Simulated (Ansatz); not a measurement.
# Calculations on VGa23N24 and related structures

Part 1: Relaxation

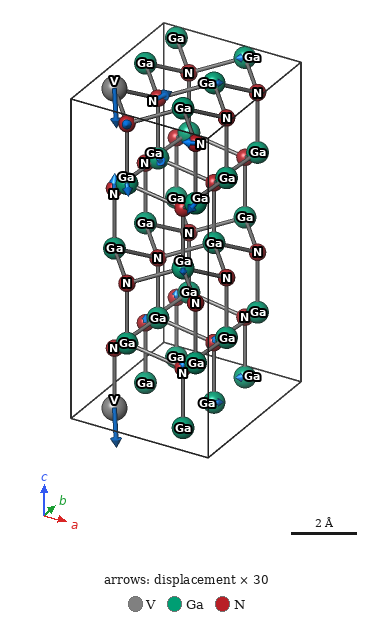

This is a relaxation of a defect cell of composition VGa23N24. The starting structure is drawn; blue arrows show the displacements, 30 times their true length.

The picture is a ball-and-stick view of the cell of the calculation, seen slightly off an axis.

Computed with DFT, PBE, plane-wave PAW, default files, scalar-relativistic in Ansatz. Settings: plane-wave cutoff 420 eV; k-point mesh 4 × 3 × 2; occupations fermi dirac; smearing width 0.01 eV; collinear spin; atoms relaxed in a fixed cell; force threshold 0.03 eV/Å; at most 40 steps.

**Atoms of which element are displaced furthest, and by how much?**

Vanadium: up to 0.044 Å, against 0.020 Å for nitrogen.

**Describe the change and its energy.**

The largest move is that of the V atom, 0.044 Å along −c. By element the largest moves are V 0.044 Å, N 0.020 Å, Ga 0.015 Å. The lattice vectors keep their values. Among the contacts that change: N–V 1.937 → 1.973 Å, Ga–N 1.937 → 1.956 Å. After 3 geometry steps the energy has fallen by 33.9 meV per cell of the calculation. Largest force component: 0.44 eV/Å at the start, 0.0051 eV/Å at the end.

Limits of the set-up: the periodic images lie only 6.4 Å apart, so the values are limited by the cell's size.

Part 2: Relaxation

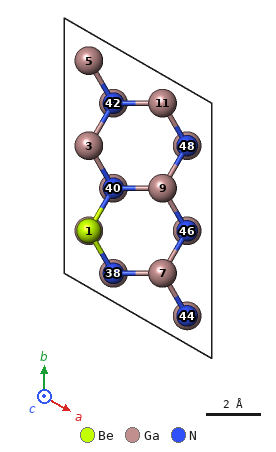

Starting structure of a defect cell of composition BeGa23N24 (cell charge −1). The picture is a ball-and-stick view of the cell of the calculation, seen along the c axis.

Theory: DFT, PBE, plane-wave PAW, default files, scalar-relativistic (Ansatz 0.2.0).

Set-up: plane-wave cutoff 420 eV; k-point mesh 4 × 3 × 2; occupations fermi dirac; smearing width 0.01 eV; no spin polarisation; atoms relaxed in a fixed cell; force threshold 0.03 eV/Å; at most 40 steps.

```xyz
48
Lattice="6.3600 0.0000 0.0000 -4.7700 8.2619 0.0000 0.0000 0.0000 10.3320" Properties=species:S:1:pos:R:3 pbc="T T T"
Be    0.0000    1.8360    0.0000
Ga    0.0000    1.8360    5.1660
Ga   -1.5900    4.5899    0.0000
Ga   -1.5900    4.5899    5.1660
Ga   -3.1800    7.3439    0.0000
Ga   -3.1800    7.3439    5.1660
Ga    3.1800    1.8360    0.0000
Ga    3.1800    1.8360    5.1660
Ga    1.5900    4.5899    0.0000
Ga    1.5900    4.5899    5.1660
Ga    0.0000    7.3439    0.0000
Ga    0.0000    7.3439    5.1660
Ga    1.5900    0.9180    2.5830
Ga    1.5900    0.9180    7.7490
Ga    0.0000    3.6719    2.5830
Ga    0.0000    3.6719    7.7490
Ga   -1.5900    6.4259    2.5830
Ga   -1.5900    6.4259    7.7490
Ga    4.7700    0.9180    2.5830
Ga    4.7700    0.9180    7.7490
Ga    3.1800    3.6719    2.5830
Ga    3.1800    3.6719    7.7490
Ga    1.5900    6.4259    2.5830
Ga    1.5900    6.4259    7.7490
N     0.0000    1.8360    1.9372
N     0.0000    1.8360    7.1032
N    -1.5900    4.5899    1.9372
N    -1.5900    4.5899    7.1032
N    -3.1800    7.3439    1.9372
N    -3.1800    7.3439    7.1032
N     3.1800    1.8360    1.9372
N     3.1800    1.8360    7.1032
N     1.5900    4.5899    1.9372
N     1.5900    4.5899    7.1032
N     0.0000    7.3439    1.9372
N     0.0000    7.3439    7.1032
N     1.5900    0.9180    4.5202
N     1.5900    0.9180    9.6862
N     0.0000    3.6719    4.5202
N     0.0000    3.6719    9.6862
N    -1.5900    6.4259    4.5202
N    -1.5900    6.4259    9.6862
N     4.7700    0.9180    4.5202
N     4.7700    0.9180    9.6862
N     3.1800    3.6719    4.5202
N     3.1800    3.6719    9.6862
N     1.5900    6.4259    4.5202
N     1.5900    6.4259    9.6862
```

What does the optimiser find from here?

Answer. The largest move is that of N40, 0.14 Å along [−2 −3 1]. By element the largest moves are N 0.14 Å, Ga 0.07 Å, Be 0.01 Å. The cell doesn't change. Among the contacts that change: Be1–N40 1.946 → 1.809 Å, Be1–N25 1.937 → 1.803 Å, Be1–N44 1.946 → 1.819 Å, Be1–N38 1.946 → 1.826 Å. Bond angles that change, for instance: N38–Ga7–N44 109.6° → 118.0°, Be1–N44–Ga7 109.6° → 114.3°, N40–Ga9–N48 109.6° → 113.7°. Over 4 geometry steps the energy falls by 0.621 eV per cell of the calculation. Largest force component: 1.1 eV/Å at the start, 0.0033 eV/Å at the end. The run took 5.8 min on 4 threads of Arm Neoverse V1 (shared host), peak memory 4.1 GiB.

Step by step:

```
step  E − E(0), meV/atom  largest force component, eV/Å
   0                0.00                         1.1498
   1              -11.61                         0.4772
   2              -12.85                         0.0851
   3              -12.92                         0.0384
   4              -12.94                         0.0033
```

After the run, drawn alike:

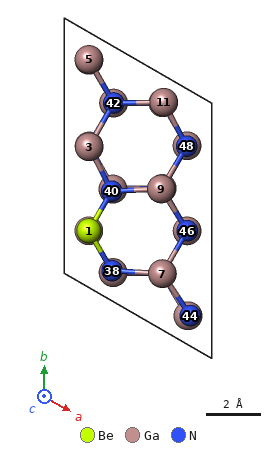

Limits of the set-up: the periodic images lie only 6.4 Å apart, so the values are limited by the cell's size; the cell is charged, on a uniform background, and energies carry no finite-size correction.

Part 3: Defect

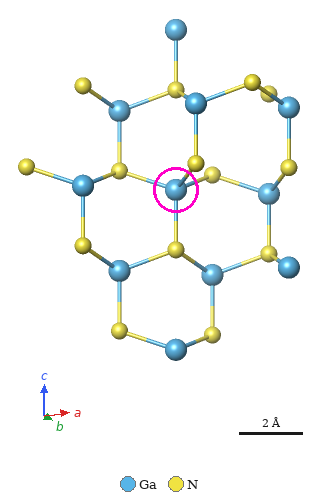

Perfect GaN. Style: ball-and-stick. Shown: the atoms within 5.2 Å of one point, in a slice 3.4 Å thick across the line of sight, from a free direction.

All numbers below come from DFT, PBE, plane-wave PAW, default files, scalar-relativistic (Ansatz 0.2.0). (plane-wave cutoff 420 eV; k-point mesh 4 × 3 × 2; occupations fermi dirac; smearing width 0.01 eV; no spin polarisation) A uniform background neutralises the charged cell. The axes drawn are those of the host's conventional cell.

A gallium atom is replaced by beryllium at the ringed place, in charge state −1. The supercell has 48 sites, and the atoms are relaxed at the host's cell.

Q: How do the neighbours respond?

A: In the host the Ga atom has 4 N at 1.94 to 1.95 Å; the Be atom ends with 4 N at 1.80 to 1.83 Å. Of the host's atoms, a nitrogen atom moves furthest from its site, by 0.14 Å. Relaxing the atoms from the host's sites lowers the energy by 0.62 eV.

The relaxed defect, seen from the same direction:

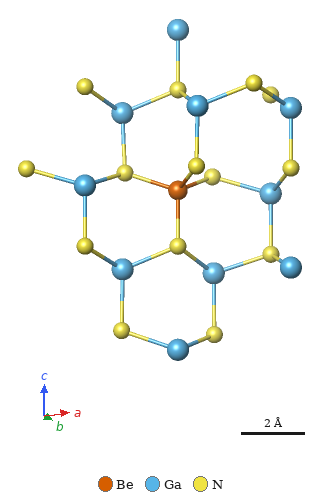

Limits of the set-up: the periodic images lie only 6.4 Å apart, so the values are limited by the cell's size; the cell is charged, on a uniform background, and energies carry no finite-size correction.

Part 4: Defect

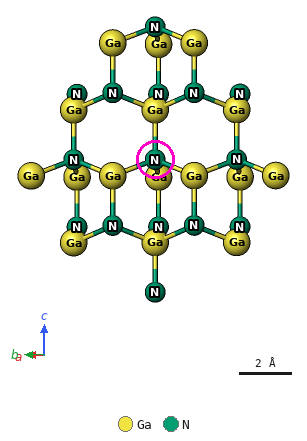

Perfect GaN. Style: ball-and-stick. Shown: the atoms within 5.2 Å of one point, in a slice 5.0 Å thick across the line of sight, from a free direction.

Level of theory: DFT, PBE, plane-wave PAW, default files, scalar-relativistic in Ansatz 0.2.0. (plane-wave cutoff 420 eV; k-point mesh 4 × 3 × 2; occupations fermi dirac; smearing width 0.01 eV; no spin polarisation) The axes drawn are those of the host's conventional cell.

A nitrogen atom is replaced by arsenic at the ringed place, in charge state 0. The supercell has 48 sites, and the atoms are relaxed at the host's cell.

### Predict the relaxed surroundings of the defect.

In the host the N atom has 4 Ga at 1.94 to 1.95 Å; the As atom ends with 4 Ga at 2.22 to 2.25 Å. Of the host's atoms, a gallium atom moves furthest from its site, by 0.37 Å. The As atom itself moves 0.07 Å from where it was put. Relaxing the atoms from the host's sites lowers the energy by 5.00 eV.

The relaxed defect, seen from the same direction:

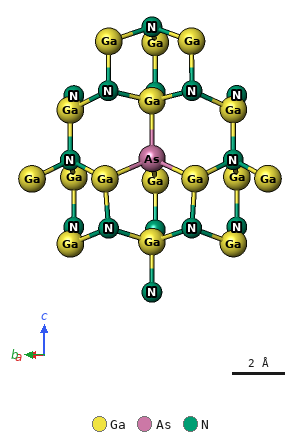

Limits of the set-up: the periodic images lie only 6.4 Å apart, so the values are limited by the cell's size.
